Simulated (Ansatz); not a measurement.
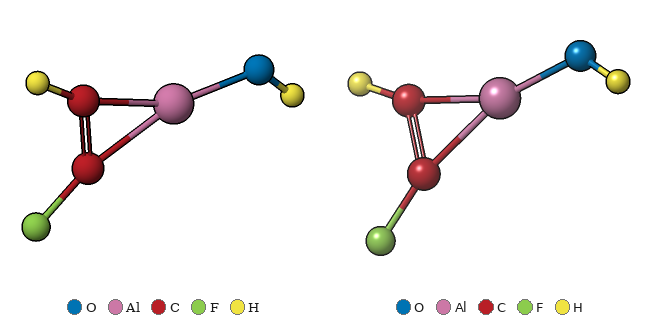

The same structure drawn twice, from different directions.

Question: Which formula does it have?

Answer: C2H2AlFO, 7 atoms: 2 carbon, 2 hydrogen, 1 aluminium, 1 fluorine and 1 oxygen.

Question: Name functional groups in it.

Answer: Among them: alkene, C–F bond.

Question: Count the bonded pairs by element.

Answer: 2 C–Al, 1 Al–O, 1 C–C, 1 C–F, 1 O–H, 1 C–H.

Question: How many atoms are distinct by symmetry?

Answer: 7: 1 O, 1 Al, 1 C, 1 C, 1 F, 1 H, 1 H.

Question: Write the SMILES.

Answer: [OH][Al]1[CH]=[C]1F

More results for the same structure follow; atom numbers are the same in all pictures, views and colours differ. The geometry was computed by an optimisation with PBE0-D4/def2-TZVP.

Shape

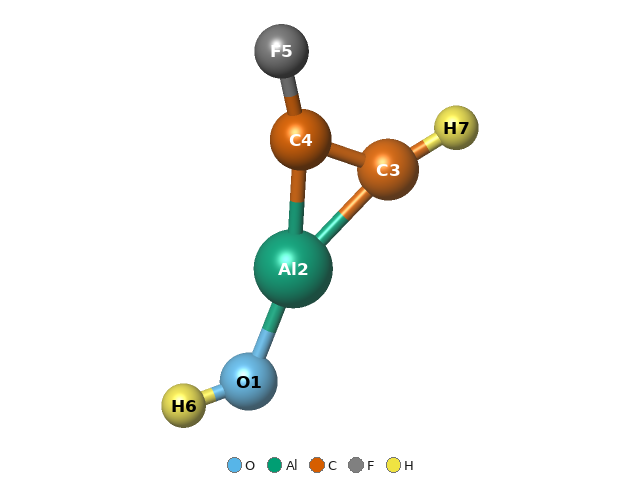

Atoms carry their numbers in the input.

What are the angles Al2–O1–H6, O1–Al2–C3, O1–Al2–C4, C3–Al2–C4, Al2–C3–C4, Al2–C3–H7, C4–C3–H7, Al2–C4–C3, Al2–C4–F5, C3–C4–F5?

| angle | degrees |
| --- | --- |
| Al2–O1–H6 | 127.0 |
| O1–Al2–C3 | 155.7 |
| O1–Al2–C4 | 161.2 |
| C3–Al2–C4 | 43.2 |
| Al2–C3–C4 | 68.2 |
| Al2–C3–H7 | 163.5 |
| C4–C3–H7 | 128.3 |
| Al2–C4–C3 | 68.6 |
| Al2–C4–F5 | 164.9 |
| C3–C4–F5 | 126.5 |

Dipole moment

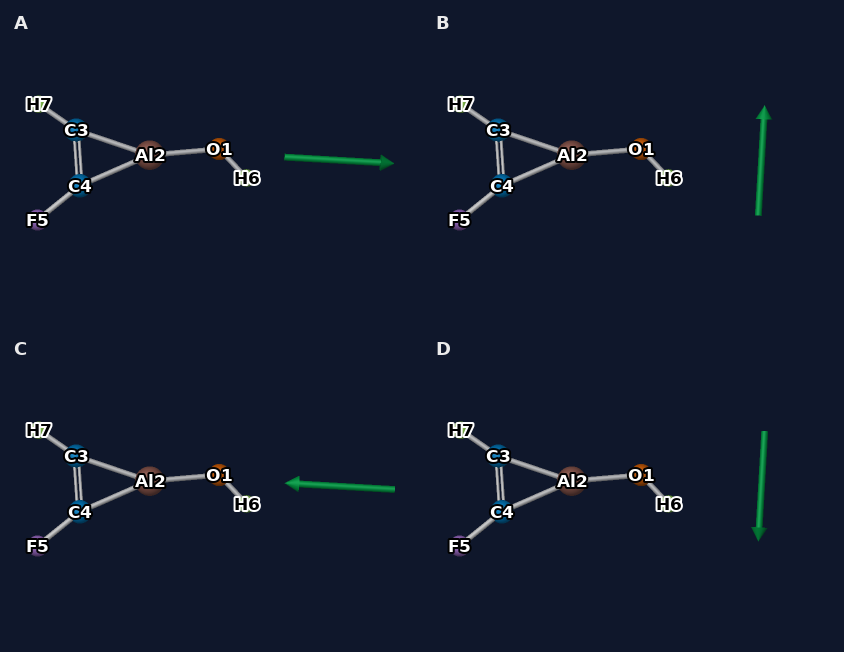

The same molecule four times, each with an arrow. Properties computed with RKS r2SCAN-D4/def2-TZVPP (Ansatz 0.2.0).

Question: Which arrow points along the dipole moment, from the negative to the positive end?

Answer: A. The dipole moment is 2.30 D; it points from the side of F5, H7 to the side of H6 (the outermost atoms at the two ends).

Vibrations

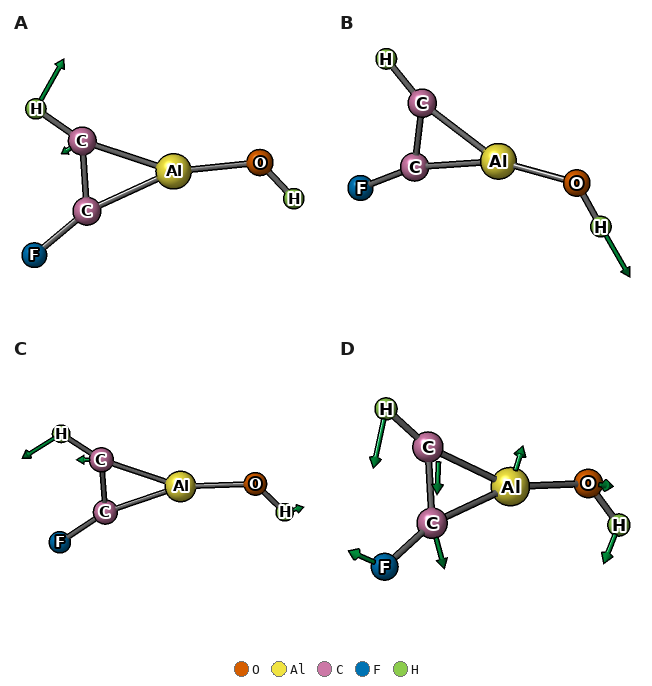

4 normal modes of one molecule or complex, as arrows. Harmonic vibrations computed with RKS PBE0-D4/def2-TZVP (Ansatz 0.2.0) at a stationary point of the same level.

Question: Match the panels to the wavenumbers 364 cm⁻¹, 667 cm⁻¹, 1044 cm⁻¹, 3977 cm⁻¹.

Answer: A: 1044 cm⁻¹
B: 3977 cm⁻¹, O–H stretching
C: 667 cm⁻¹
D: 364 cm⁻¹

Charges

The questions are on Mulliken charges. Method: RKS B3LYP-D4/def2-TZVPP (Ansatz 0.2.0).

Give the Mulliken charges atom by atom.

| atom | value (e) |
| --- | --- |
| O1 | −0.37 |
| Al2 | 0.44 |
| C3 | −0.20 |
| C4 | 0.04 |
| F5 | −0.19 |
| H6 | 0.18 |
| H7 | 0.10 |

Mulliken values depend strongly on the basis set and can even reverse the polarity of a bond.
